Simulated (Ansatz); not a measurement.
## Fields on a plane of NbN (space group P6_3/mmc)

```yaml
crystal:
  lattice:
    - [2.96337, 0.00000, 0.00000]
    - [-1.48169, 2.56635, 0.00000]
    - [0.00000, 0.00000, 11.15511]
  atoms:
    - { symbol: Nb, position: [0.66667, 0.33333, 0.87820] }
    - { symbol: Nb, position: [0.33333, 0.66667, 0.12180] }
    - { symbol: Nb, position: [0.33333, 0.66667, 0.37820] }
    - { symbol: Nb, position: [0.66667, 0.33333, 0.62180] }
    - { symbol: N, position: [0.00000, 0.00000, 0.00000] }
    - { symbol: N, position: [0.00000, 0.00000, 0.50000] }
    - { symbol: N, position: [0.66667, 0.33333, 0.25000] }
    - { symbol: N, position: [0.33333, 0.66667, 0.75000] }
```

The slice is a (1 -1 0 0) plane (indices of the conventional cell) through the point (0.000, 0.000, 0.000) (fractional), spanned by u = [110] and v = [001] in vectors of this cell: u (2.96 Å) and v (11.16 Å, at 90° to u). It covers one period; positions are fractions (u, v).

Atoms on it: N at (0.00, 0.00); N at (0.00, 0.50). Other atoms lie within 1 Å of the plane.

The numbers are results of PBEsol (plane waves to 420 eV, PAW, scalar-relativistic; Ansatz, a program for electronic structure), not measurements. k mesh 18×18×5. Near the nuclei the fields are pseudised (PAW); where an atom keeps semicore shells as valence, they peak there. NbN is run without spin polarisation. NbN was relaxed with its symmetry unable to fall.

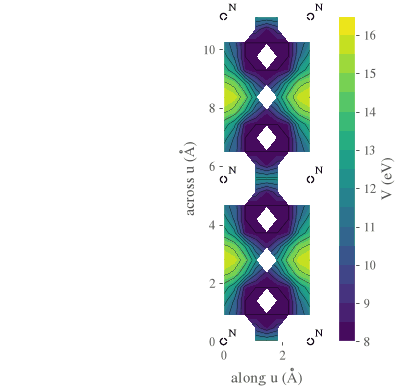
Fig. 1. Electrostatic potential energy of an electron, from the cell's mean, in eV, one period of the plane, atoms marked. Points within 0.9 Å of a nucleus are left white, as the pseudised field means little there. Values under 8 eV are set to 8. The zero, the cell's mean, hangs on the PAW cores.

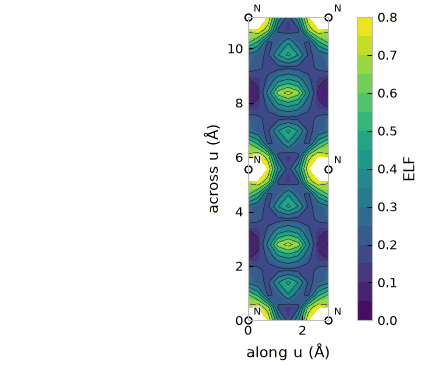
Electron localisation function (ELF), one period of the plane, atoms marked. Points within 0.4 Å of a nucleus are left white, as the pseudised field means little there.
